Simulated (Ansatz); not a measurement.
# (10,0) carbon nanotube bundle (120 atoms): geometry optimisation

Wanted: the relaxed structure of (10,0) carbon nanotube bundle (120 atoms) and its electronic structure.

Calculated with Ansatz 0.2.0; Kohn-Sham DFT, PBEsol, PAW (set soft_2), plane waves.

### 1. The structure

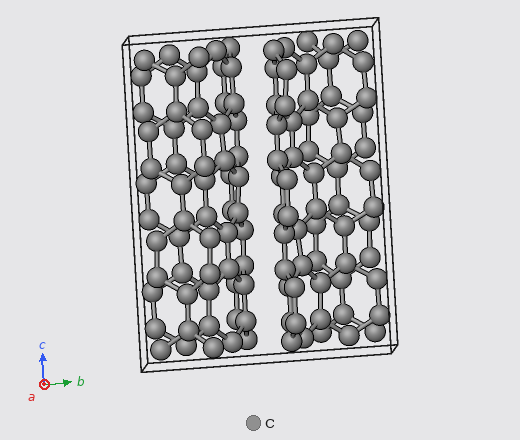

Start, viewed from the side, with the c axis up; carbon grey.

The cell holds 120 atoms: 120 C. Cell: a = 11.130 Å, b = 11.130 Å, c = 12.783 Å, α = 90.0°, β = 90.0°, γ = 120.0°. It derives from C (graphene). Graphene sheet (a = 2.46 Å) rolled into a (10,0) tube of diameter 7.83 Å, 3 periods, hexagonal bundle with 3.3 Å between walls; then minimised and run for 3 ps at 300 K (NVT) with a classical potential, last frame taken.

### 2. Single point at the start

A single point comes first, to see the forces before anything moves.

input.yaml

```yaml
crystal:
  lattice:
    - [11.13042, 0.0, 0.0]
    - [-5.56521, 9.63923, 0.0]
    - [0.0, 0.0, 12.78253]
  atoms:
    - { symbol: C, position: [0.38314, 0.04909, 0.11356] }
    - { symbol: C, position: [0.40771, 0.16868, 0.05638] }
    - { symbol: C, position: [0.38455, 0.26413, 0.10965] }
    - { symbol: C, position: [0.34312, 0.3518, 0.05445] }
    - { symbol: C, position: [0.39795, 0.16937, 0.27769] }
    - { symbol: C, position: [0.38443, 0.27123, 0.21946] }
    - { symbol: C, position: [0.26836, 0.40755, 0.11298] }
    - { symbol: C, position: [0.15312, 0.405, 0.05423] }
    - { symbol: C, position: [0.35156, 0.35481, 0.27823] }
    - { symbol: C, position: [0.27248, 0.40879, 0.22537] }
    - { symbol: C, position: [0.03325, 0.36654, 0.11472] }
    - { symbol: C, position: [0.9052, 0.2904, 0.05611] }
    - { symbol: C, position: [0.16119, 0.40849, 0.27992] }
    - { symbol: C, position: [0.03507, 0.37286, 0.22592] }
    - { symbol: C, position: [0.79213, 0.19254, 0.11064] }
    - { symbol: C, position: [0.69525, 0.07464, 0.05632] }
    - { symbol: C, position: [0.91095, 0.29396, 0.28184] }
    - { symbol: C, position: [0.79498, 0.1956, 0.22193] }
    - { symbol: C, position: [0.62955, 0.95282, 0.11022] }
    - { symbol: C, position: [0.59582, 0.82473, 0.0545] }
    - { symbol: C, position: [0.69154, 0.07683, 0.27729] }
    - { symbol: C, position: [0.63167, 0.9501, 0.22165] }
    - { symbol: C, position: [0.59638, 0.71521, 0.11068] }
    - { symbol: C, position: [0.65299, 0.64424, 0.05897] }
    - { symbol: C, position: [0.59377, 0.82865, 0.27529] }
    - { symbol: C, position: [0.60701, 0.72437, 0.22167] }
    - { symbol: C, position: [0.74013, 0.60252, 0.11173] }
    - { symbol: C, position: [0.84549, 0.60195, 0.05661] }
    - { symbol: C, position: [0.66612, 0.65616, 0.27978] }
    - { symbol: C, position: [0.73853, 0.60127, 0.22186] }
    - { symbol: C, position: [0.96268, 0.62557, 0.11228] }
    - { symbol: C, position: [0.09039, 0.7005, 0.05813] }
    - { symbol: C, position: [0.84335, 0.59246, 0.27574] }
    - { symbol: C, position: [0.96869, 0.62893, 0.22316] }
    - { symbol: C, position: [0.21013, 0.79705, 0.11012] }
    - { symbol: C, position: [0.31835, 0.92212, 0.05339] }
    - { symbol: C, position: [0.09492, 0.69725, 0.2757] }
    - { symbol: C, position: [0.2151, 0.79597, 0.21961] }
    - { symbol: C, position: [0.29969, 0.91806, 0.27946] }
    - { symbol: C, position: [0.37036, 0.04534, 0.22626] }
    - { symbol: C, position: [0.35495, 0.04813, 0.44616] }
    - { symbol: C, position: [0.3927, 0.16599, 0.3892] }
    - { symbol: C, position: [0.3908, 0.2792, 0.4435] }
    - { symbol: C, position: [0.34547, 0.35666, 0.38933] }
    - { symbol: C, position: [0.40028, 0.17157, 0.61071] }
    - { symbol: C, position: [0.39421, 0.28065, 0.55612] }
    - { symbol: C, position: [0.26588, 0.40131, 0.44479] }
    - { symbol: C, position: [0.16038, 0.41538, 0.38865] }
    - { symbol: C, position: [0.34998, 0.36403, 0.60776] }
    - { symbol: C, position: [0.26983, 0.41237, 0.55472] }
    - { symbol: C, position: [0.03454, 0.37403, 0.44639] }
    - { symbol: C, position: [0.90459, 0.30209, 0.39092] }
    - { symbol: C, position: [0.16007, 0.41056, 0.61345] }
    - { symbol: C, position: [0.03556, 0.37626, 0.55802] }
    - { symbol: C, position: [0.79003, 0.19997, 0.44628] }
    - { symbol: C, position: [0.69267, 0.08359, 0.38788] }
    - { symbol: C, position: [0.908, 0.29809, 0.61042] }
    - { symbol: C, position: [0.79273, 0.19795, 0.55719] }
    - { symbol: C, position: [0.63959, 0.95496, 0.44086] }
    - { symbol: C, position: [0.59715, 0.83137, 0.38918] }
    - { symbol: C, position: [0.6917, 0.07797, 0.60985] }
    - { symbol: C, position: [0.62728, 0.94855, 0.55249] }
    - { symbol: C, position: [0.60984, 0.72419, 0.4478] }
    - { symbol: C, position: [0.65101, 0.64315, 0.39087] }
    - { symbol: C, position: [0.61505, 0.83725, 0.6116] }
    - { symbol: C, position: [0.61183, 0.72293, 0.55702] }
    - { symbol: C, position: [0.73817, 0.59756, 0.44271] }
    - { symbol: C, position: [0.84625, 0.59803, 0.38666] }
    - { symbol: C, position: [0.6604, 0.64439, 0.61111] }
    - { symbol: C, position: [0.7362, 0.59713, 0.55806] }
    - { symbol: C, position: [0.96419, 0.61988, 0.44085] }
    - { symbol: C, position: [0.09321, 0.70334, 0.3884] }
    - { symbol: C, position: [0.84326, 0.58782, 0.61066] }
    - { symbol: C, position: [0.96374, 0.62446, 0.55299] }
    - { symbol: C, position: [0.20432, 0.80373, 0.44385] }
    - { symbol: C, position: [0.30013, 0.92395, 0.39132] }
    - { symbol: C, position: [0.08788, 0.69184, 0.6115] }
    - { symbol: C, position: [0.19881, 0.80607, 0.55733] }
    [... 36 atom lines left out ...]
    - { symbol: C, position: [0.21313, 0.79867, 0.77732] }
    - { symbol: C, position: [0.2971, 0.92251, 0.72296] }
    - { symbol: C, position: [0.09306, 0.71245, 0.94559] }
    - { symbol: C, position: [0.21524, 0.7967, 0.89125] }
    - { symbol: C, position: [0.31914, 0.9202, 0.94283] }
    - { symbol: C, position: [0.38299, 0.0507, 0.88597] }
kpoints:
  mp_grid: { grid: [2, 2, 1] }
hamiltonian:
  xc: pbesol
scf:
  occupations: { method: gaussian, width: 0.025 }
output:
  forces: true
  stress: true
  populations: true
  dos:
    method: { smearing: { sigma: 0.08 } }
    de: 0.1
    projected: { site_lists: { C: [C] } }
  eigenvalues: true
```

On the command line:

```
ansatz run input.yaml --threads 4 --pin off --max-ram 8192MiB --backend cpu --events-out ev --progress --plain --runs-dir out
```

Numbers of over 12 decimals in the logs are rounded to 6 here.

Log:

```text
Engine: ansatz 0.2.0, aarch64-unknown-linux-gnu
Pseudopotentials: kind: paw
Pseudopotential: C, paw, valence charge 4, recommended cutoff 420 eV (normal), C.paw.azcp
Functional definition: PBEsol
  exchange = pbesol_x
  correlation = pbesol_c
Crystal: 120 atoms, lattice volume = 1371.421 Å³
Basis set: ecut = 420 eV, 26869 PW (Γ), exchange–correlation on 150×150×180 points (8 copies of the dense FFT grid, shifted against one another)
Bands: 360, of which v1, the nominal top of the filled ones, is band 240 counted from 1 (239 counted from 0)
Symmetry: 1 space group operations
Space group: P1 (ITA 1), of the structure as read, at distance tolerance 1.1e-4 Å
k-points: 4
Non-local potential: C, projectors of the file, l = 0: 2, l = 1: 2, l = 2: 1
PAW form: soft (Blöchl's): semilocal exchange-correlation on the pseudo side does not see the compensation charge
PAW frozen core: C, regenerated for the run's functional, and the local potential with it (the file was generated under x = pbe(κ = 0.804, μ = 0.219515), c = pbe(β = 0.066725))
PAW one-centre angular grid: C, 110 points (default); XC on 64 Gauss nodes
Initial density: superposition of atomic densities (neutral atoms: chi_scale 0, normalization atom), corrected by the library's trained network
Initial wavefunctions: pseudopotential atomic-orbital guess
Functional: x = pbesol(κ = 0.804, μ = 0.123457), c = pbesol(β = 0.046)
SCF iter   1: F=—  HF=-29580.425914 eV  |F-HF|=—  |Δ(HF+E_count)|=         —  Δρ=4.86e-3  dr2=3.16e-1  ethr=1.77e-3  ⟨swp⟩=6.2  Hψ=6404  notcnv=0  defer=396
preconditioner: auto → Resta (q_TF=auto, 2.290 Å⁻¹)  ε∞=3.1  [insulator: Δε(μ)=0.250 eV  Ē_g=15.015 eV  σ=0.025 eV  W_gap=1.00  n_scr=278 (ndim 8)  ℏωp=22.0 eV  f_vac=0.241  D(μ)=0.00/eV (n_scr^D=0)  ε∞_Penn≈3.1  vacuum switching on, ρ_ref=1.6e-2 e/Å³]
SCF iter   2: F=—  HF=-29580.474014 eV  |F-HF|=—  |Δ(HF+E_count)|=   4.81e-2  Δρ=2.22e-3  dr2=4.52e-2  ethr=6.59e-5  ⟨swp⟩=2.0  Hψ=2422  notcnv=0  defer=444
SCF iter   3: F=—  HF=-29580.511987 eV  |F-HF|=—  |Δ(HF+E_count)|=   3.80e-2  Δρ=7.81e-4  dr2=1.50e-2  ethr=9.42e-6  ⟨swp⟩=2.8  Hψ=1970  notcnv=0  defer=444
SCF iter   4: F=—  HF=-29580.518625 eV  |F-HF|=—  |Δ(HF+E_count)|=   6.64e-3  Δρ=2.97e-4  dr2=2.17e-3  ethr=3.13e-6  ⟨swp⟩=2.0  Hψ=1489  notcnv=0  defer=444
SCF iter   5: F=—  HF=-29580.520209 eV  |F-HF|=—  |Δ(HF+E_count)|=   1.58e-3  Δρ=9.36e-5  dr2=1.94e-4  ethr=4.52e-7  ⟨swp⟩=2.0  Hψ=1584  notcnv=0  defer=444
SCF iter   6: F=—  HF=-29580.520372 eV  |F-HF|=—  |Δ(HF+E_count)|=   1.63e-4  Δρ=3.82e-5  dr2=3.50e-5  ethr=4.04e-8  ⟨swp⟩=2.0  Hψ=1772  notcnv=0  defer=444
SCF iter   7: F=—  HF=-29580.521090 eV  |F-HF|=—  |Δ(HF+E_count)|=   7.17e-4  Δρ=1.79e-5  dr2=1.42e-5  ethr=7.29e-9  ⟨swp⟩=2.0  Hψ=1999  notcnv=0  defer=444
SCF iter   8: F=—  HF=-29580.521089 eV  |F-HF|=—  |Δ(HF+E_count)|=   6.64e-7  Δρ=5.33e-6  dr2=8.04e-7  ethr=2.96e-9  ⟨swp⟩=2.0  Hψ=1546  notcnv=0  defer=444
SCF iter   9: F=—  HF=-29580.521089 eV  |F-HF|=—  |Δ(HF+E_count)|=   4.95e-8  Δρ=2.53e-6  dr2=1.37e-7  ethr=1.67e-10  ⟨swp⟩=2.0  Hψ=1711  notcnv=0  defer=444
SCF iter  10: F=-29580.521089 eV  HF=-29580.521089 eV  |F-HF|=1.67e-9  |Δ(HF+E_count)|=   1.32e-8  Δρ=9.10e-7  dr2=1.47e-8  ethr=2.08e-11  ⟨swp⟩=21.8  Hψ=11073  notcnv=0
SCF 1 converged in 10 iterations: F = -29580.521089 eV  dr2 = 1.47e-8
  greatest PAW one-centre occupation: 0.685 electrons in one spin orbital (limit 2), on the C atom at site 40 (counted from 0), in its partial waves of l = 0
SCF converged after 10 iterations
Free energy (F): -29580.521089 eV
Harris-Foulkes:  -29580.521089 eV  (|F-HF|=1.67e-9)
Internal energy: -29580.521089 eV  (E = F + TS)
E sigma→0 (E₀):  -29580.521089 eV
Fermi energy:    4.502232 eV
--- Per-component energies (eV) ---
  E_band       = -2271.199442
  E_kinetic    = 10916.556513
  E_local      = -32121.587677  (includes V_loc(G=0)·N_el)
  E_nonlocal   = 3295.012948
  E_hartree    = 11785.241064
  E_xc         = -5710.945692
  E_vxc        = -7097.249107  (∫ρ·V_xc dr)
  E_paw        = -11457.954923  (= ΣΔE_a)
  E_vpaw       = -834.409088  (= ΣTr[D̂ρ^β])
  E_aug_tail   = 0.001022  (compensation charges beyond the density's cutoff)
  E_ewald      = -6289.376405
  E_core_change = 2.532061  (= ΣΔE_core)
  E_smearing   = -0.000000  (= −TS)
  E_closure    = 0.000000  (closes the sum)
  Σ components = -29580.521089   (vs F -29580.521089, Δ=0.00e0)
--- Forces (eV/Å), atoms counted from 1 ---
  atom   1  C     -0.38646061    -1.26180720    -0.70618068
  atom   2  C     -0.77674435    -0.32377600    -0.65206494
  atom   3  C     -1.29913263     2.52560666    -0.48341582
  atom   4  C     -0.40991031    -0.11980742     1.52792850
  atom   5  C     -0.00876626    -0.87024671     0.39075114
  atom   6  C      1.90522328    -0.90611067     1.24922455
  atom   7  C      0.25663854    -1.02767137    -1.01150777
  atom   8  C      1.91976521     0.29807983     2.40341218
  atom   9  C     -3.14246688     1.58309550    -0.57942262
  atom  10  C      0.27075902    -0.69352047    -1.08561049
  atom  11  C     -0.96487847    -0.21738966    -1.32189790
  atom  12  C      1.26448744     2.24937775    -0.39784893
  atom  13  C     -0.63001570     0.67398324    -0.82273832
  atom  14  C      1.32800682    -0.35641926    -0.49015682
[...]
atom 119  C     -0.33003527     0.43747045    -0.23329346
  atom 120  C     -0.18246027    -0.12253103     0.84156837
  max |Σ_I F_I| component: 1.66e-5 eV/Å
--- Stress (GPa, compression-positive) ---
        1.413123       0.783984      -0.219339
        0.783983       2.179853      -0.424208
       -0.219339      -0.424208       2.586268
  P = ⅓ Tr σ = 2.0597 GPa (20.597 kbar)
--- Band table (eV) ---
  k-point 0: bands = ["-15.3654", "-15.1306", "-15.0690", "-14.7451", [... 344 levels ...], "12.8891", "12.8986", "12.9094", "12.9473", "12.9645", "12.9806", "13.0270", "13.0874", "13.0997", "13.1788", "13.3844", "13.4671"]
[...]
--- Löwdin populations: 120 sites ---
  site symbol       q [e]
     0      C      3.9641
     1      C      3.9673
     2      C      3.9575
[...]
119      C      3.9603
  spilling = 0.009489 (of n_electrons = 480.000000)
```

Elapsed: 94 s, on 4 threads of Arm Neoverse V2, shared host; peak memory 5.2 GiB; 6.1 min of CPU time.

The program notes that it cut back its work space to fit the memory limit.

The run gave:

| Property | Result |
| --- | --- |
| free energy | -29580.5211 eV |
| free energy per atom | -246.5043 eV/atom |
| SCF cycles | 10 |
| pressure | 2.06 GPa |
| r.m.s. force component | 1.086 eV/Å |
| longest force | 3.566 eV/Å |
| Fermi energy | 4.502 eV |
| gap (highest filled to lowest empty level) | 0.2718 eV |
| spilling of the projection | 0.009489 |

The r.m.s. force component of 1.1 eV/Å and the pressure of 2.1 GPa set the starting point.

Length of the force by element:

```
element  coordination  atoms  mean length of the force (eV/Å)  spread  least  most
      C           all    120                             1.74   0.721  0.109  3.57
```

### 3. Relaxation

With the cell held, the atoms are moved downhill towards a nearby minimum.

input.yaml, the sections that differ from step 2:

```yaml
output:
  forces: true
relax:
  f_tol: 0.05
  max_steps: 113
# crystal, kpoints, hamiltonian, scf: as in step 2
```

Log:

```text
[...]
Crystal: 120 atoms, lattice volume = 1371.421 Å³
Basis set: ecut = 420 eV, 26869 PW (Γ), exchange–correlation on 150×150×180 points (8 copies of the dense FFT grid, shifted against one another)
Bands: 360, of which v1, the nominal top of the filled ones, is band 240 counted from 1 (239 counted from 0)
Symmetry: 1 space group operations
[...]
k-points: 4
[...]
SCF iter   1: F=—  HF=-29580.425913 eV  |F-HF|=—  |Δ(HF+E_count)|=         —  Δρ=4.86e-3  dr2=3.16e-1  ethr=1.77e-3  ⟨swp⟩=6.2  Hψ=6404  notcnv=0  defer=396
[...]
SCF iter   7: F=-29580.521079 eV  HF=-29580.521090 eV  |F-HF|=1.04e-5  |Δ(HF+E_count)|=   1.34e-5  Δρ=1.78e-5  dr2=1.42e-5  ethr=7.28e-9  ⟨swp⟩=3.0  Hψ=3199  notcnv=0
SCF 1 converged in 7 iterations: F = -29580.521079 eV  dr2 = 1.42e-5
[...]
relax step   1: F+E_penalty+E_count = -29580.52107911 eV  Δ(F+E_penalty+E_count) = +0.000e0 eV  max|allowed force component| = 3.143e0 eV/Å  Δτ_max = 0.0000 Å  (7 SCF iters, dr2 threshold 6.25e-5 eV, accepted)
[...]
relax step   2: F+E_penalty+E_count = -29584.80610376 eV  Δ(F+E_penalty+E_count) = -4.285e0 eV  max|allowed force component| = 1.532e0 eV/Å  Δτ_max = 0.1924 Å  (7 SCF iters, dr2 threshold 1.00e-4 eV, accepted)
[...]
relax step   3: F+E_penalty+E_count = -29585.47079366 eV  Δ(F+E_penalty+E_count) = -6.647e-1 eV  max|allowed force component| = 9.265e-2 eV/Å  Δτ_max = 0.0661 Å  (6 SCF iters, dr2 threshold 1.00e-4 eV, accepted)
[...]
relax step   4: F+E_penalty+E_count = -29585.47719787 eV  Δ(F+E_penalty+E_count) = -6.404e-3 eV  max|allowed force component| = 1.369e-2 eV/Å  Δτ_max = 0.0136 Å  (8 SCF iters, accepted)
SCF converged after 8 iterations
Free energy (F): -29585.477198 eV
[...]
Internal energy: -29585.477198 eV  (E = F + TS)
E sigma→0 (E₀):  -29585.477198 eV
Fermi energy:    4.536056 eV
[...]
--- Forces (eV/Å), atoms counted from 1 ---
  atom   1  C     -0.00198494     0.00592953    -0.00125555
  atom   2  C     -0.00434813     0.00166052    -0.00147319
  atom   3  C      0.00235688    -0.00124245     0.00086992
  atom   4  C      0.00187324     0.00388208     0.00775270
  atom   5  C      0.00023606     0.00050165    -0.00661762
  atom   6  C      0.00622518    -0.00542692     0.00052404
  atom   7  C     -0.00157847    -0.00349321    -0.00865164
  atom   8  C      0.00576871     0.00022423     0.00722937
  atom   9  C     -0.00550663     0.00277138    -0.00017194
  atom  10  C      0.00002673    -0.00194298     0.00731698
  atom  11  C     -0.00323494     0.00171637    -0.00340013
  atom  12  C     -0.00187832     0.00030563     0.00197337
  atom  13  C     -0.00166166    -0.00331359    -0.00273320
  atom  14  C     -0.00209217     0.00369220     0.00254829
[...]
atom 119  C     -0.00316665    -0.00535700    -0.00415773
  atom 120  C     -0.00244350    -0.00435252     0.00556339
  max |Σ_I F_I| component: 4.29e-5 eV/Å
--- Relaxed structure (4 steps of the walk, 4 accepted, 0 SCFs on fresh bases) ---
  F+E_penalty+E_count = -29585.47719787 eV   max|allowed force component| = 1.369e-2 eV/Å
  atoms:
    - { symbol: C, position: [0.377014, 0.049925, 0.110983] }
    - { symbol: C, position: [0.406670, 0.172278, 0.055712] }
    - { symbol: C, position: [0.396069, 0.277173, 0.110954] }
    - { symbol: C, position: [0.346981, 0.354635, 0.055675] }
[...]
- { symbol: C, position: [0.377097, 0.049980, 0.889012] }
```

The job ended after 2.3 min (4 threads; peak memory 5.1 GiB).

The steps of the relaxation:

```
step  energy less that of the first step (eV)  largest force component (eV/Å)
   1                                   0.0000                          3.1428
   2                                  -4.2850                          1.5317
   3                                  -4.9497                          0.0927
   4                                  -4.9561                          0.0137
```

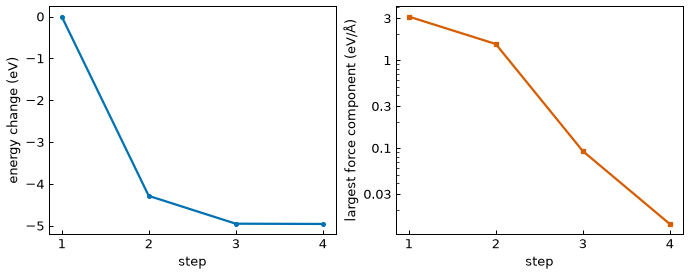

Energy and largest force along the relaxation.

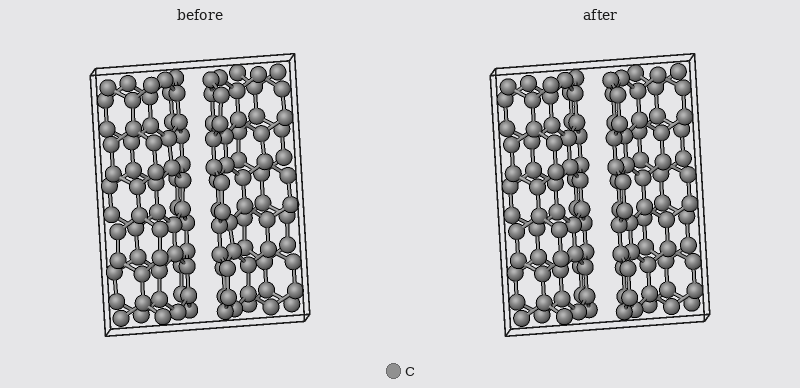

Before and after, at one scale.

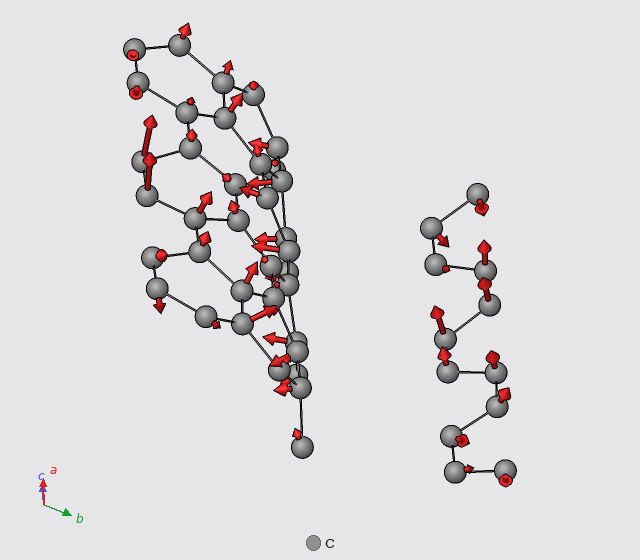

Displacements in the relaxation, exaggerated; the longest in the cell stands for 0.25 Å. Drawn is a stretch of 11 Å of the 13 Å that the cell measures along c and a slice 4 Å thick, seen at a slant to the bc plane.

The atoms that moved most (Å):

```
atom      dx      dy      dz  length
 C80   0.242   0.043  -0.013   0.246
 C41   0.233   0.017  -0.024   0.235
 C65  -0.187  -0.092  -0.008   0.209
 C78   0.177  -0.039  -0.021   0.182
C114   0.072  -0.163   0.021   0.179
 C79   0.166  -0.024  -0.045   0.174
 C59  -0.156  -0.047   0.044   0.169
C116   0.148  -0.003  -0.008   0.149
```

The relaxation changed the energy by -41.3 meV/atom, and atoms moved by 0.089 Å r.m.s., 0.25 Å at most.

### 4. Local order after relaxation

Bonds before and after, by the cutoffs listed below:

```
pair  bonds before  bonds after  mean before (Å)  mean after (Å)  spread before (Å)  spread after (Å)
 C-C           180          180            1.421           1.421              0.024             0.002
```

Density 1.75 g/cm³, 11.43 Å³ an atom.

Pair distribution function in bins of 0.2 Å:

```
r (Å)  total
 1.40   6.70
 1.60   0.00
 1.80   0.00
 2.00   0.00
 2.20   0.00
 2.40   4.51
 2.60   0.00
 2.80   1.71
 3.00   0.00
 3.20   0.00
 3.40   0.27
 3.60   0.86
 3.80   1.61
 4.00   0.49
 4.20   1.99
 4.40   0.31
 4.60   0.96
 4.80   0.91
 5.00   1.70
 5.20   0.64
 5.40   0.81
 5.60   1.01
 5.80   0.58
 6.00   1.12
 6.20   1.38
 6.40   0.85
 6.60   1.45
 6.80   0.60
```

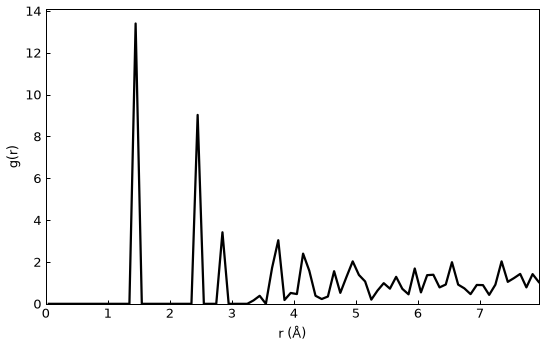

Pair distribution functions.

Bonds by pair of elements; cutoffs follow the first minimum of g(r), held within bounds set by covalent radii, and pairs that aren't listed don't count as bonded:

```
pair A-B  cutoff (Å)  bonds  mean length (Å)  spread (Å)  shortest (Å)  B about A  A about B
     C-C        1.82    180             1.42       0.002          1.42          3          3
```

How many atoms have how many bonded neighbours:

```
element  mean    3
      C     3  120
```

Bond angles, per cent of each kind in bins of 5°:

```
angle (°)  C-C-C
  115–120  100.0
```

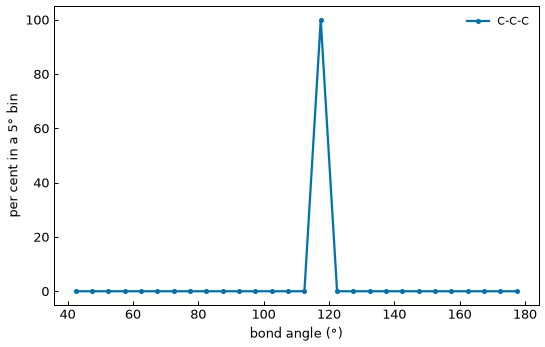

Distributions of the most common bond angles.

Bond angles (no mean is given where the spread exceeds 20°):

```
angle  count  mean (°)  spread (°)
C-C-C    360       119         0.9
```

Rings of the network by King's shortest-path rule, up to 12 atoms, one path for each pair of neighbours; H, halogens, alkali and alkaline-earth atoms are left out, and the last column divides by all other atoms, bonded or not:

```
ring size (atoms)  rings  per network atom
                6     60               0.5
```

With the cutoffs above, all C atoms have 3 bonded neighbours. The C-C-C angle averages 119° with a spread of 0.9°. All rings counted have 6 atoms.

(Continued in part 2 of 2.)

[Logs are printed without paths, hosts, clocks, repeated set-up lines and the standing remarks that a program may print on its own settings, such as how far it seeks lower states.]

[Hosts, paths, dates, database ids (printed as entryN), source tags and the programs' standing remarks are cut or masked in the printed files.]
